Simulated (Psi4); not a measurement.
# TiCl2O: property calculation

The run: property calculation of TiCl2O, SMILES [O]=[Ti]([Cl])[Cl]. Method and program: PBE0/def2-TZVPP, RKS, dispersion D4 (Psi4 1.11).

The geometry was optimised with PBE0/def2-TZVP.

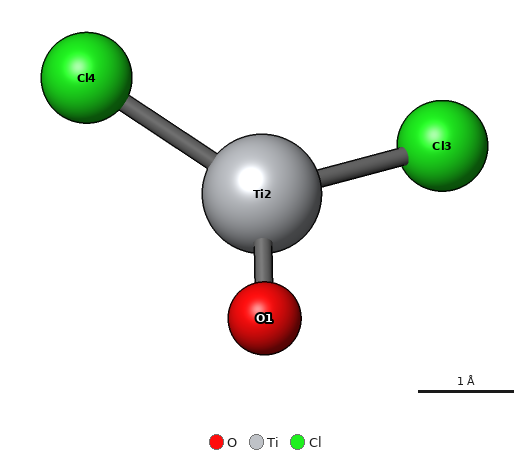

Fig. 1: The structure as given in the input (ball-and-stick view, seen at a tilt; atoms are numbered from 1 in the order of the input). Sticks mark near contacts. Bond lengths as drawn: Cl–Ti 2.22 Å and O–Ti 1.58 Å.

### Input file (cl2oti.inp)
```
memory 3.3 GB

molecule {
  0 1
  O      0.273576     1.055487     1.260398
  Ti    -0.094141    -0.000447     0.142596
  Cl     1.116776    -1.859764     0.143749
  Cl    -1.568703     0.678126    -1.370209
  symmetry c1
}

set {
  basis                def2-TZVPP
  scf_type             df
  dft_radial_points    99
  dft_spherical_points 590
}

result, w = energy("pbe0-d4", return_wfn=True)
oeprop(w, "DIPOLE", "MULLIKEN_CHARGES", "LOWDIN_CHARGES", "WIBERG_LOWDIN_INDICES", title="PBE0-D4")
```

Command:
```bash
psi4 -n 2 cl2oti.inp cl2oti.out
```

### The program's output
```
Psi4 1.11 release

   => Loading Basis Set <=

    Name: DEF2-TZVPP
    Role: ORBITAL
    Keyword: BASIS

   => PBE0-D4(BJ,EEQ)ATM: Empirical Dispersion <=

        a1 =       0.400856
        a2 =       5.029288
       alp =      16.000000
        s6 =       1.000000
        s8 =       1.200655
        s9 =       1.000000
        ga =       3.000000
        gc =       2.000000
        wf =       6.000000

         ---------------------------------------------------------
                                   SCF
                              RKS Reference
                        2 Threads,   3147 MiB Core
         ---------------------------------------------------------

  ==> Geometry <==

    Molecular point group: c1
    Full point group: C1

    Geometry (in Angstrom), charge = 0, multiplicity = 1:

       Center              X                  Y                   Z               Mass
    ------------   -----------------  -----------------  -----------------  -----------------
         O            0.392647886883     1.238183674332     1.379091525752    15.994914619570
         TI           0.024930886883     0.182249674332     0.261289525752    47.947941980000
         CL           1.235847886883    -1.677067325668     0.262442525752    34.968852682000
         CL          -1.449631113117     0.860822674332    -1.251515474248    34.968852682000

  Running in c1 symmetry.

  Rotational constants: A =      0.18352  B =      0.06043  C =      0.04550 [cm^-1]
  Rotational constants: A =   5501.80905  B =   1811.59349  C =   1364.20336 [MHz]
  Nuclear repulsion =  320.108888680680820

  Charge       = 0
  Multiplicity = 1
  Electrons    = 64
  Nalpha       = 32
  Nbeta        = 32

  ==> Algorithm <==

  SCF Algorithm Type is DF.
  DIIS enabled.
  MOM disabled.
  Fractional occupation disabled.
  Guess Type is SAD.
  Energy threshold   = 1.00e-06
  Density threshold  = 1.00e-06
  Integral threshold = 1.00e-12

  ==> Primary Basis <==

  Basis Set: DEF2-TZVPP
    Blend: DEF2-TZVPP
    Number of shells: 57
    Number of basis functions: 179
    Number of Cartesian functions: 212
    Spherical Harmonics?: true
    Max angular momentum: 4

  ==> DFT Potential <==

   => LibXC <=

    Version 7.1.2

   => Composite Functional: PBE0-D4BJEEQATM <=

    PBE0-d4bjeeqatm Hyb-GGA Exchange-Correlation Functional

    Deriv               =              1
    GGA                 =           TRUE
    Meta                =          FALSE

    Exchange Hybrid     =           TRUE
    MP2 Hybrid          =          FALSE

   => Exchange Functionals <=

    0.7500   Perdew, Burke & Ernzerhof

   => Exact (HF) Exchange <=

    0.2500               HF

   => Correlation Functionals <=

    1.0000   Perdew, Burke & Ernzerhof

   => LibXC Density Thresholds  <==

    XC_HYB_GGA_XC_PBEH:  1.00E-15

   => Molecular Quadrature <=

    Radial Scheme          =       TREUTLER
    Pruning Scheme         =           NONE
    Nuclear Scheme         =       TREUTLER

    Blocking Scheme        =         OCTREE
    BS radius alpha        =              1
    Pruning alpha          =              1
    Radial Points          =             99
    Spherical Points       =            590
    Total Points           =         224339
    Total Blocks           =           1765
    Max Points             =            256
    Max Functions          =            162
    Weights Tolerance      =       1.00E-15

   => Loading Basis Set <=

    Name: (DEF2-TZVPP AUX)
    Role: JKFIT
    Keyword: DF_BASIS_SCF

  ==> Integral Setup <==

  DFHelper Memory: AOs need 0.144 GiB; user supplied 1.552 GiB.
  SCF_SUBTYPE=INCORE selected. In-core MEM_DF algorithm will be used.
  Using in-core AOs.

  ==> MemDFJK: Density-Fitted J/K Matrices <==

    J tasked:                   Yes
    K tasked:                   Yes
    wK tasked:                   No
    Memory [MiB]:              1589
    Algorithm:                 Core
    Schwarz Cutoff:           1E-12
    Mask sparsity (%):       7.4405
    Fitting Condition:        1E-10

   => Auxiliary Basis Set <=

  Basis Set: (DEF2-TZVPP AUX)
    Blend: DEF2-UNIVERSAL-JKFIT
    Number of shells: 159
    Number of basis functions: 597
    Number of Cartesian functions: 780
    Spherical Harmonics?: true
    Max angular momentum: 6

  Cached 100.0% of DFT collocation blocks in 0.753 [GiB].

  Minimum eigenvalue in the overlap matrix is 1.3630171261E-03.
  Reciprocal condition number of the overlap matrix is 2.9764647611E-04.
    Using symmetric orthogonalization.

  ==> Pre-Iterations <==

  SCF Guess: Superposition of Atomic Densities via on-the-fly atomic UHF (no occupation information).

   -------------------------
    Irrep   Nso     Nmo
   -------------------------
     A        179     179
   -------------------------
    Total     179     179
   -------------------------

  ==> Iterations <==

                           Total Energy        Delta E     RMS |[F,P]|

   @DF-RKS iter SAD: -1844.02141207494901   -1.84402e+03   0.00000e+00
   @DF-RKS iter   1: -1844.34467415563017   -3.23262e-01   5.97055e-03 DIIS/ADIIS
   @DF-RKS iter   2: -1835.35907962771375    8.98559e+00   2.44913e-02 DIIS/ADIIS
   @DF-RKS iter   3: -1844.53566332693072   -9.17658e+00   4.33435e-03 DIIS/ADIIS
   @DF-RKS iter   4: -1844.71463272083361   -1.78969e-01   1.58207e-03 DIIS/ADIIS
   @DF-RKS iter   5: -1844.74810291542667   -3.34702e-02   5.91393e-04 DIIS/ADIIS
   @DF-RKS iter   6: -1844.75224362185531   -4.14071e-03   1.67382e-04 DIIS/ADIIS
   @DF-RKS iter   7: -1844.75256607372421   -3.22452e-04   2.58700e-05 DIIS
   @DF-RKS iter   8: -1844.75257363821061   -7.56449e-06   4.36132e-06 DIIS
   @DF-RKS iter   9: -1844.75257387250372   -2.34293e-07   7.86745e-07 DIIS
  Energy and wave function converged.

  ==> Post-Iterations <==

   Electrons on quadrature grid:
      Ntotal   =   63.9999997430 ; deviation = -2.570e-07

    Orbital Energies [Eh]
    ---------------------

    Doubly Occupied:

       1A   -179.205598     2A   -101.706150     3A   -101.706150
       4A    -20.086051     5A    -19.244296     6A    -16.769519
       7A    -16.768497     8A    -16.761283     9A     -9.533628
      10A     -9.533627    11A     -7.262957    12A     -7.262957
      13A     -7.262371    14A     -7.262371    15A     -7.260926
      16A     -7.260926    17A     -2.500595    18A     -1.612233
      19A     -1.601889    20A     -1.596327    21A     -0.941680
      22A     -0.839359    23A     -0.833543    24A     -0.418428
      25A     -0.411280    26A     -0.408197    27A     -0.403078
      28A     -0.374219    29A     -0.369428    30A     -0.362438
      31A     -0.355250    32A     -0.343247

    Virtual:

      33A     -0.143904    34A     -0.131161    35A     -0.085272
      36A     -0.044193    37A     -0.040172    38A      0.003351
      39A      0.024924    40A      0.079202    41A      0.079714
      42A      0.102319    43A      0.108894    44A      0.119821
      45A      0.142262    46A      0.142445    47A      0.156730
      48A      0.211462    49A      0.265847    50A      0.274358
      51A      0.313871    52A      0.317669    53A      0.329784
      54A      0.378542    55A      0.380494    56A      0.397223
      57A      0.398593    58A      0.416944    59A      0.423381
      60A      0.437371    61A      0.471661    62A      0.482046
      63A      0.491842    64A      0.499240    65A      0.543714
      66A      0.549290    67A      0.567460    68A      0.581210
      69A      0.595579    70A      0.602174    71A      0.642117
      72A      0.653460    73A      0.726459    74A      0.750902
      75A      0.800174    76A      0.856496    77A      0.874603
      78A      0.891127    79A      0.909344    80A      0.952406
      81A      1.024811    82A      1.098285    83A      1.181688
      84A      1.225620    85A      1.362847    86A      1.398578
      87A      1.489319    88A      1.551167    89A      1.588650
      90A      1.655744    91A      1.691053    92A      1.745988
      93A      1.750386    94A      1.758399    95A      1.767165
      96A      1.777877    97A      1.807942    98A      1.825322
      99A      1.845841   100A      1.889830   101A      1.904461
     102A      1.927558   103A      1.936030   104A      1.950245
     105A      1.990901   106A      2.039568   107A      2.043374
     108A      2.067866   109A      2.073936   110A      2.077254
     111A      2.080216   112A      2.083222   113A      2.103483
     114A      2.126317   115A      2.186342   116A      2.192228
     117A      2.226902   118A      2.247232   119A      2.264404
     120A      2.269816   121A      2.287653   122A      2.315099
     123A      2.330782   124A      2.405776   125A      2.434618
     126A      2.504383   127A      2.604991   128A      2.621396
     129A      2.624339   130A      2.733126   131A      2.783736
     132A      2.790704   133A      2.867529   134A      2.897097
     135A      2.923777   136A      2.938559   137A      2.988726
     138A      3.080873   139A      3.122301   140A      3.169411
     141A      3.203751   142A      3.218433   143A      3.275738
     144A      3.324191   145A      3.387888   146A      3.548743
     147A      3.619526   148A      4.178633   149A      5.129080
     150A      5.133754   151A      5.309182   152A      5.334805
     153A      5.634682   154A      5.677761   155A      6.216124
     156A      6.325626   157A      6.343682   158A      6.737988
     159A      6.798684   160A      7.070577   161A      8.062230
     162A      8.068051   163A      8.074123   164A      8.077981
     165A      8.164445   166A      8.174778   167A      8.190628
     168A      8.192301   169A      8.252722   170A      8.266070
     171A     10.785841   172A     10.799730   173A     10.823514
     174A     10.828167   175A     11.236604   176A     11.244651
     177A     24.953903   178A     24.975719   179A     43.633425

    Final Occupation by Irrep:
              A
    DOCC [    32 ]
    NA   [    32 ]
    NB   [    32 ]

  @DF-RKS Final Energy: -1844.75257387250372

   => Energetics <=

    Nuclear Repulsion Energy =            320.1088886806808205
    One-Electron Energy =               -3176.3132074886325427
    Two-Electron Energy =                1092.0043470086150137
    DFT Exchange-Correlation Energy =     -80.5487658176839858
    Empirical Dispersion Energy =          -0.0038362554834043
    VV10 Nonlocal Energy =                  0.0000000000000000
    Total Energy =                      -1844.7525738725037172

Computation Completed

Properties will be evaluated at   0.000000,   0.000000,   0.000000 [a0]

Properties computed using the SCF density matrix

 Multipole Moments:

 ------------------------------------------------------------------------------------
     Multipole            Electronic (a.u.)      Nuclear  (a.u.)        Total (a.u.)
 ------------------------------------------------------------------------------------

 L = 1.  Multiply by 2.5417464519 to convert [e a0] to [Debye]
 Dipole X            :         -0.3075938            0.1045921           -0.2030017
 Dipole Y            :         -0.3318136            0.0733273           -0.2584862
 Dipole Z            :         -0.0105925           -0.0626224           -0.0732149
 Magnitude           :                                                    0.3367272

 ------------------------------------------------------------------------------------

	total time  =         16 seconds =       0.27 minutes

Properties will be evaluated at   0.000000,   0.000000,   0.000000 [a0]

Properties computed using the PBE0-D4 density matrix

 Multipole Moments:

 ------------------------------------------------------------------------------------
     Multipole            Electronic (a.u.)      Nuclear  (a.u.)        Total (a.u.)
 ------------------------------------------------------------------------------------

 L = 1.  Multiply by 2.5417464519 to convert [e a0] to [Debye]
 Dipole X            :         -0.3075938            0.1045921           -0.2030017
 Dipole Y            :         -0.3318136            0.0733273           -0.2584862
 Dipole Z            :         -0.0105925           -0.0626224           -0.0732149
 Magnitude           :                                                    0.3367272

 ------------------------------------------------------------------------------------
  Mulliken Charges: (a.u.)
   Center  Symbol    Alpha    Beta     Spin     Total
       1     O     4.23304  4.23304  0.00000 -0.46607
       2    TI    10.50236 10.50236  0.00000  0.99528
       3    CL     8.63230  8.63230  0.00000 -0.26461
       4    CL     8.63230  8.63230  0.00000 -0.26461

   Total alpha = 32.00000, Total beta = 32.00000, Total charge =  0.00000

  Lowdin Charges: (a.u.)
   Center  Symbol    Alpha    Beta     Spin     Total
       1     O     3.93286  3.93286  0.00000  0.13428
       2    TI    11.39164 11.39164  0.00000 -0.78329
       3    CL     8.33775  8.33775  0.00000  0.32450
       4    CL     8.33775  8.33775  0.00000  0.32450

  Total alpha = 32.00000, Total beta = 32.00000, Total charge =  0.00000

  Wiberg Bond Indices using Orthogonal Lowdin Orbitals:

  Irrep: 1 Size: 4 x 4

                 1                   2                   3                   4

    1     0.00000000000000     3.30966607918316     0.06720247312235     0.06720336187937
    2     3.30966607918316     0.00000000000000     2.11400616459168     2.11400925968573
    3     0.06720247312235     2.11400616459168     0.00000000000000     0.02700035386859
    4     0.06720336187937     2.11400925968573     0.02700035386859     0.00000000000000

  Atomic Valences:

 #  #
 Irrep: 1
      1:    3.444071914184881
      2:    7.537681503460576
      3:    2.208208991582624
      4:    2.208212975433698

    Psi4 run time: 0:00:16.35
```

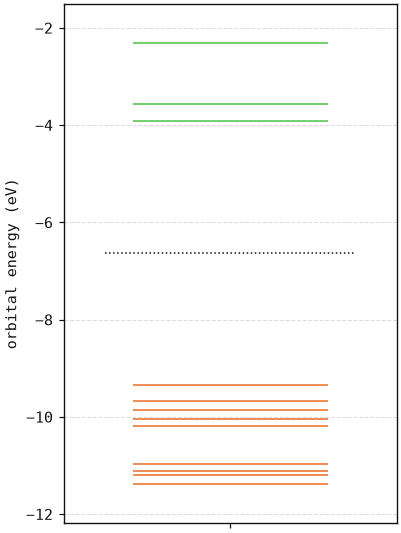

Fig. 2: Orbital energies near the frontier; the dotted line parts filled from empty levels, and levels within 0.02 eV of each other stand side by side. Highest filled −9.34 eV, lowest empty −3.92 eV, 5.42 eV apart.

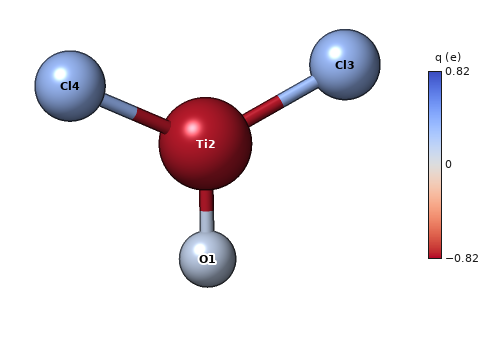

Fig. 3: Löwdin charges, as the colour of each atom (ball-and-stick view, seen at a tilt; atoms are numbered from 1 in the order of the input). By element: O +0.13, Ti −0.78 and Cl +0.32 e.

### Key numbers

- outcome: converged
- total energy: −1844.752574 hartree
- dispersion energy: −0.003836 hartree
- basis functions: 179
- HOMO: −9.34 eV
- LUMO: −3.92 eV
- dipole moment: 0.86 D
- hardware: 2 threads of Intel Xeon @ 2.50GHz (Skylake/Cascade Lake), 189 GiB of memory available, shared host
- wall time: 20 s (CPU time 48 s)
- peak memory: 1.2 GiB
